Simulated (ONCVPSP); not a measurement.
Input of ONCVPSP 4.0.1:

```
# ATOM AND REFERENCE CONFIGURATION
# atsym  z   nc   nv     iexc    psfile
  W 74.00   10    4  -116133      upf
#
#   n    l    f
    1    0    2.00
    2    0    2.00
    2    1    6.00
    3    0    2.00
    3    1    6.00
    3    2   10.00
    4    0    2.00
    4    1    6.00
    4    2   10.00
    4    3   14.00
    5    0    2.00
    5    1    6.00
    5    2    4.00
    6    0    2.00
#
# PSEUDOPOTENTIAL AND OPTIMIZATION
# lmax
    2
#
#   l,   rc,      ep,       ncon, nbas, qcut
    0    1.80    0.00    4    8    6.10
    1    1.80    0.00    4    8    8.90
    2    1.95    0.00    4    8    5.50
#
# LOCAL POTENTIAL
# lloc, lpopt,  rc(5),   dvloc0
    1    5    1.80    0.00
#
# VANDERBILT-KLEINMAN-BYLANDER PROJECTORs
# l, nproj, debl
    0    2    3.10
    1    0    1.00
    2    2    3.90
#
# MODEL CORE CHARGE
# icmod, fcfact, rcfact
    0    0.00    0.00
#
# LOG DERIVATIVE ANALYSIS
# epsh1, epsh2, depsh
   -4.00    5.00    0.02
#
# OUTPUT GRID
# rlmax, drl
    6.00    0.01
#
# TEST CONFIGURATIONS
# ncnf
    4
# nvcnf
#   n    l    f
    4
    5    0    2.00
    5    1    6.00
    5    2    4.00
    6    0    1.00
#
    4
    5    0    2.00
    5    1    6.00
    5    2    4.00
    6    0    0.00
#
    4
    5    0    2.00
    5    1    6.00
    5    2    3.00
    6    0    0.00
#
    4
    5    0    1.00
    5    1    6.00
    5    2    4.00
    6    0    2.00
#
```

Run as:
```bash
oncvpsp.x < W.dat > W.out
```

Functional and relativity: PBEsol, scalar-relativistic.

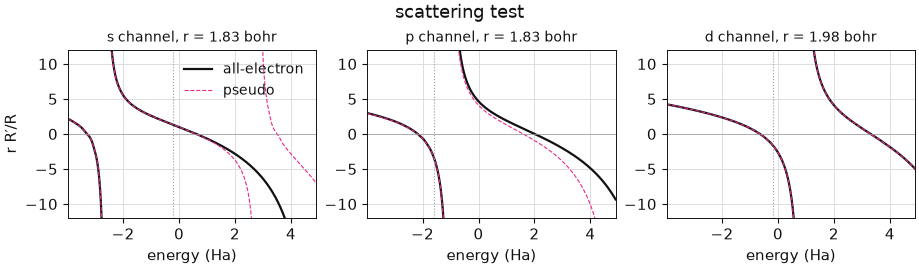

Logarithmic derivatives r R′/R at the test radius against energy, all-electron atom (solid) and pseudo-atom (dashed). Here R(r) is the radial function. The dotted line marks the reference energy of the channel.

Q: Where are the poles, the energies at which the radial function vanishes at the test radius?

A: s: all-electron at -2.6 Ha, pseudo at -2.6 and 2.8 Ha; p: all-electron at -1.0 Ha, pseudo at -1.0 Ha; d: all-electron at 0.9 Ha, pseudo at 0.9 Ha.

Q: Where do the curves cross zero?

A: s: all-electron -3.3 and 0.6 Ha, pseudo -3.3, 0.6 and 3.5 Ha; p: all-electron -2.2 and 2.0 Ha, pseudo -2.2 and 1.6 Ha; d: all-electron -0.6 and 3.3 Ha, pseudo -0.6 and 3.3 Ha.
